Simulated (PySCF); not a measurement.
**C4H7O+ (SMILES CCCC#[O+]): levels of theory compared**

We compute a comparison of 3 runs (HF/3-21G, HF/def2-SVP, B3LYP/6-31G) of C4H7O+. Input form: a Python script.

The results are computed with PySCF 2.14.0.

## 1. The structure to begin with

C4H7O+: 12 atoms, total charge +1, spin state singlet. SMILES: `CCCC#[O+]`. Geometry: relaxed at GFN2-xTB. This is one conformer, not always the lowest.

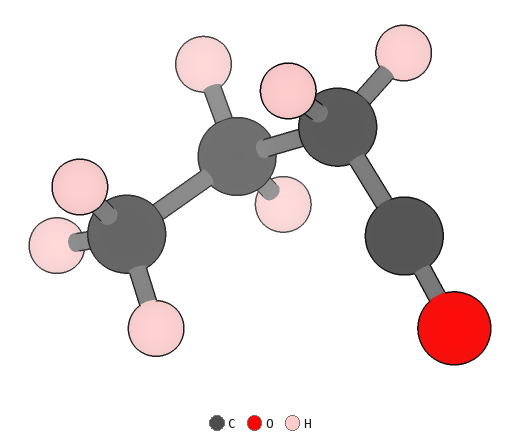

The structure, seen from a chosen angle (carbon dark grey, oxygen red, hydrogen pink).

## 2. Energy and forces at HF/3-21G (run 1)

The input, geometry.xyz:

```xyz
12

C     -1.117340     0.357930     0.801280
C      0.373910     0.420770     0.537940
C      0.836860    -0.687630    -0.482940
C      0.411060    -0.354120    -1.748060
O      0.039130     0.001150    -2.740860
H     -1.370860     1.090140     1.564540
H     -1.699380     0.590910    -0.086760
H     -1.416430    -0.619300     1.171860
H      0.925360     0.226390     1.458160
H      0.663990     1.404640     0.170230
H      0.421090    -1.657570    -0.174470
H      1.932590    -0.773310    -0.470910
```

The input, calc.py:

```python
from pyscf import gto, scf

molecule = gto.Mole()
molecule.atom = 'geometry.xyz'
molecule.charge = 1
molecule.spin = 0
molecule.verbose = 4
molecule.max_memory = 1860
molecule.basis = '3-21g'
molecule.build()

mf = scf.RHF(molecule)
mf.conv_tol = 1e-10
mf.kernel()
if not mf.converged:
    mf = mf.newton().run(mf.mo_coeff, mf.mo_occ)

etot = mf.e_tot
print('E(%s) = %.9f' % ('HF', etot))
grad = mf.nuc_grad_method().kernel()
dip = mf.dip_moment()
pop, q = mf.mulliken_pop()
```

On the command line:

```sh
$ OMP_NUM_THREADS=1 python calc.py
```

The log of the run:

```text
PySCF version 2.14.0

[... 70 lines left out ...]
converged SCF energy = -228.849803539888
[... 13 lines left out ...]
WARN: System has nonzero charge 1; the dipole moment is origin-dependent.
[... 2 lines left out ...]
Dipole moment(X, Y, Z, Debye):  2.55237, -1.87628, -3.10623
[... 72 lines left out ...]
charge of   11H =      0.40060
```

It took 5.1 s on 1 thread of Intel Xeon at 2.70GHz, shared host; peak memory 0.13 GiB.

## 3. Energy and gradient at HF/def2-SVP (run 2)

The input, input.py:

```python
import pyscf.grad
from pyscf import gto, scf

mol = gto.M(
    atom='''
C     -1.117340     0.357930     0.801280
C      0.373910     0.420770     0.537940
C      0.836860    -0.687630    -0.482940
C      0.411060    -0.354120    -1.748060
O      0.039130     0.001150    -2.740860
H     -1.370860     1.090140     1.564540
H     -1.699380     0.590910    -0.086760
H     -1.416430    -0.619300     1.171860
H      0.925360     0.226390     1.458160
H      0.663990     1.404640     0.170230
H      0.421090    -1.657570    -0.174470
H      1.932590    -0.773310    -0.470910
''',
    charge=1,
    verbose=4,
    max_memory=1860,
    basis='def2-svp',
)

mf = scf.RHF(mol)
mf.conv_tol = 1e-10
mf.kernel()
if not mf.converged:
    mf = mf.newton().run(mf.mo_coeff, mf.mo_occ)

e_tot = mf.e_tot
print('Final energy', e_tot)
grad = mf.Gradients().kernel()
mf.analyze()
```

On the command line:

```sh
$ OMP_NUM_THREADS=1 python input.py
```

The log of the run:

```text
PySCF version 2.14.0

[... 70 lines left out ...]
converged SCF energy = -229.959839062541
[... 27 lines left out ...]
MO #7   energy= -1.35706877381294  occ= 2
[... 13 lines left out ...]
MO #21  energy= -0.123071950019827 occ= 0
[... 13 lines left out ...]
MO #35  energy= 0.423379570714956  occ= 0
[... 13 lines left out ...]
MO #49  energy= 0.760628461939363  occ= 0
[... 13 lines left out ...]
MO #63  energy= 1.44983858020059   occ= 0
[... 13 lines left out ...]
MO #77  energy= 1.94767893219239   occ= 0
[... 13 lines left out ...]
MO #91  energy= 2.70008265024671   occ= 0
[... 13 lines left out ...]
MO #105 energy= 3.90823868504012   occ= 0
[... 121 lines left out ...]
WARN: System has nonzero charge 1; the dipole moment is origin-dependent.
Location of origin: [0. 0. 0.]

Dipole moment(X, Y, Z, Debye):  2.49284, -1.85655, -3.18500
```

It took 22 s on 1 thread of Intel Xeon at 2.70GHz, shared host; peak memory 0.23 GiB.

## 4. Energy and forces at B3LYP/6-31G (run 3)

The input, input.py:

```python
from pyscf import gto, dft

mol = gto.M(
    atom='''
C       -1.117340       0.357930       0.801280
C        0.373910       0.420770       0.537940
C        0.836860      -0.687630      -0.482940
C        0.411060      -0.354120      -1.748060
O        0.039130       0.001150      -2.740860
H       -1.370860       1.090140       1.564540
H       -1.699380       0.590910      -0.086760
H       -1.416430      -0.619300       1.171860
H        0.925360       0.226390       1.458160
H        0.663990       1.404640       0.170230
H        0.421090      -1.657570      -0.174470
H        1.932590      -0.773310      -0.470910
''',
    max_memory=1860,
    basis='6-31g',
    verbose=3,
    charge=1,
)

calc0 = dft.RKS(mol, xc='b3lyp')
calc0.conv_tol = 1e-10
calc0.grids.level = 5
calc0.kernel()
if not calc0.converged:
    calc0 = calc0.newton().run(calc0.mo_coeff, calc0.mo_occ)

e_tot = calc0.e_tot
print('E(%s) = %.9f' % ('B3LYP', e_tot))
grad = calc0.nuc_grad_method().kernel()
dip = calc0.dip_moment()
pop, q = calc0.mulliken_pop()
```

On the command line:

```sh
$ OMP_NUM_THREADS=1 python input.py
```

The log of the run:

```text
converged SCF energy = -231.482697321309
E(B3LYP) = -231.482697321
--------------- RKS gradients ---------------
         x                y                z
0 C     0.0010465430    -0.0011423189    -0.0018999365
1 C     0.0025684982    -0.0044183292    -0.0066124216
2 C    -0.0144296045     0.0091287238    -0.0296984394
[... 8 lines of this table left out ...]
11 H    -0.0023282548     0.0013181537     0.0020249755
----------------------------------------------

WARN: System has nonzero charge 1; the dipole moment is origin-dependent.
Location of origin: [0. 0. 0.]

Dipole moment(X, Y, Z, Debye):  2.44263, -1.75070, -3.10357
[... 72 lines left out ...]
charge of   11H =      0.31509
```

It took 33 s on 1 thread of Intel Xeon at 2.70GHz, shared host; peak memory 0.6 GiB.

## 5. Overview of the runs

| run | level | integration grid | energy (Eh) | HOMO energy (eV) | LUMO energy (eV) | HOMO–LUMO gap (eV) | wall time |
| --- | --- | --- | --- | --- | --- | --- | --- |
| 1 | HF/3-21G | – | -228.849804 | -18.57 | -3.45 | 15.12 | 5.1 s |
| 2 | HF/def2-SVP | – | -229.959839 | -18.67 | -3.36 | 15.30 | 22 s |
| 3 | B3LYP/6-31G | 5 | -231.482697 | -14.67 | -8.16 | 6.51 | 33 s |

## 6. Outcome

```
                       quantity          value
            run 3: total energy  -231.48270 Eh
             run 3: HOMO energy      -14.67 eV
             run 3: LUMO energy       -8.16 eV
           run 3: HOMO–LUMO gap        6.51 eV
run 3: largest force on an atom     3.466 eV/Å
```

What this shows: The HOMO–LUMO gap runs from 6.51 eV (B3LYP/6-31G) to 15.30 eV (HF/def2-SVP). The two ends differ in method and basis. All runs together took 61 s, the longest 33 s.
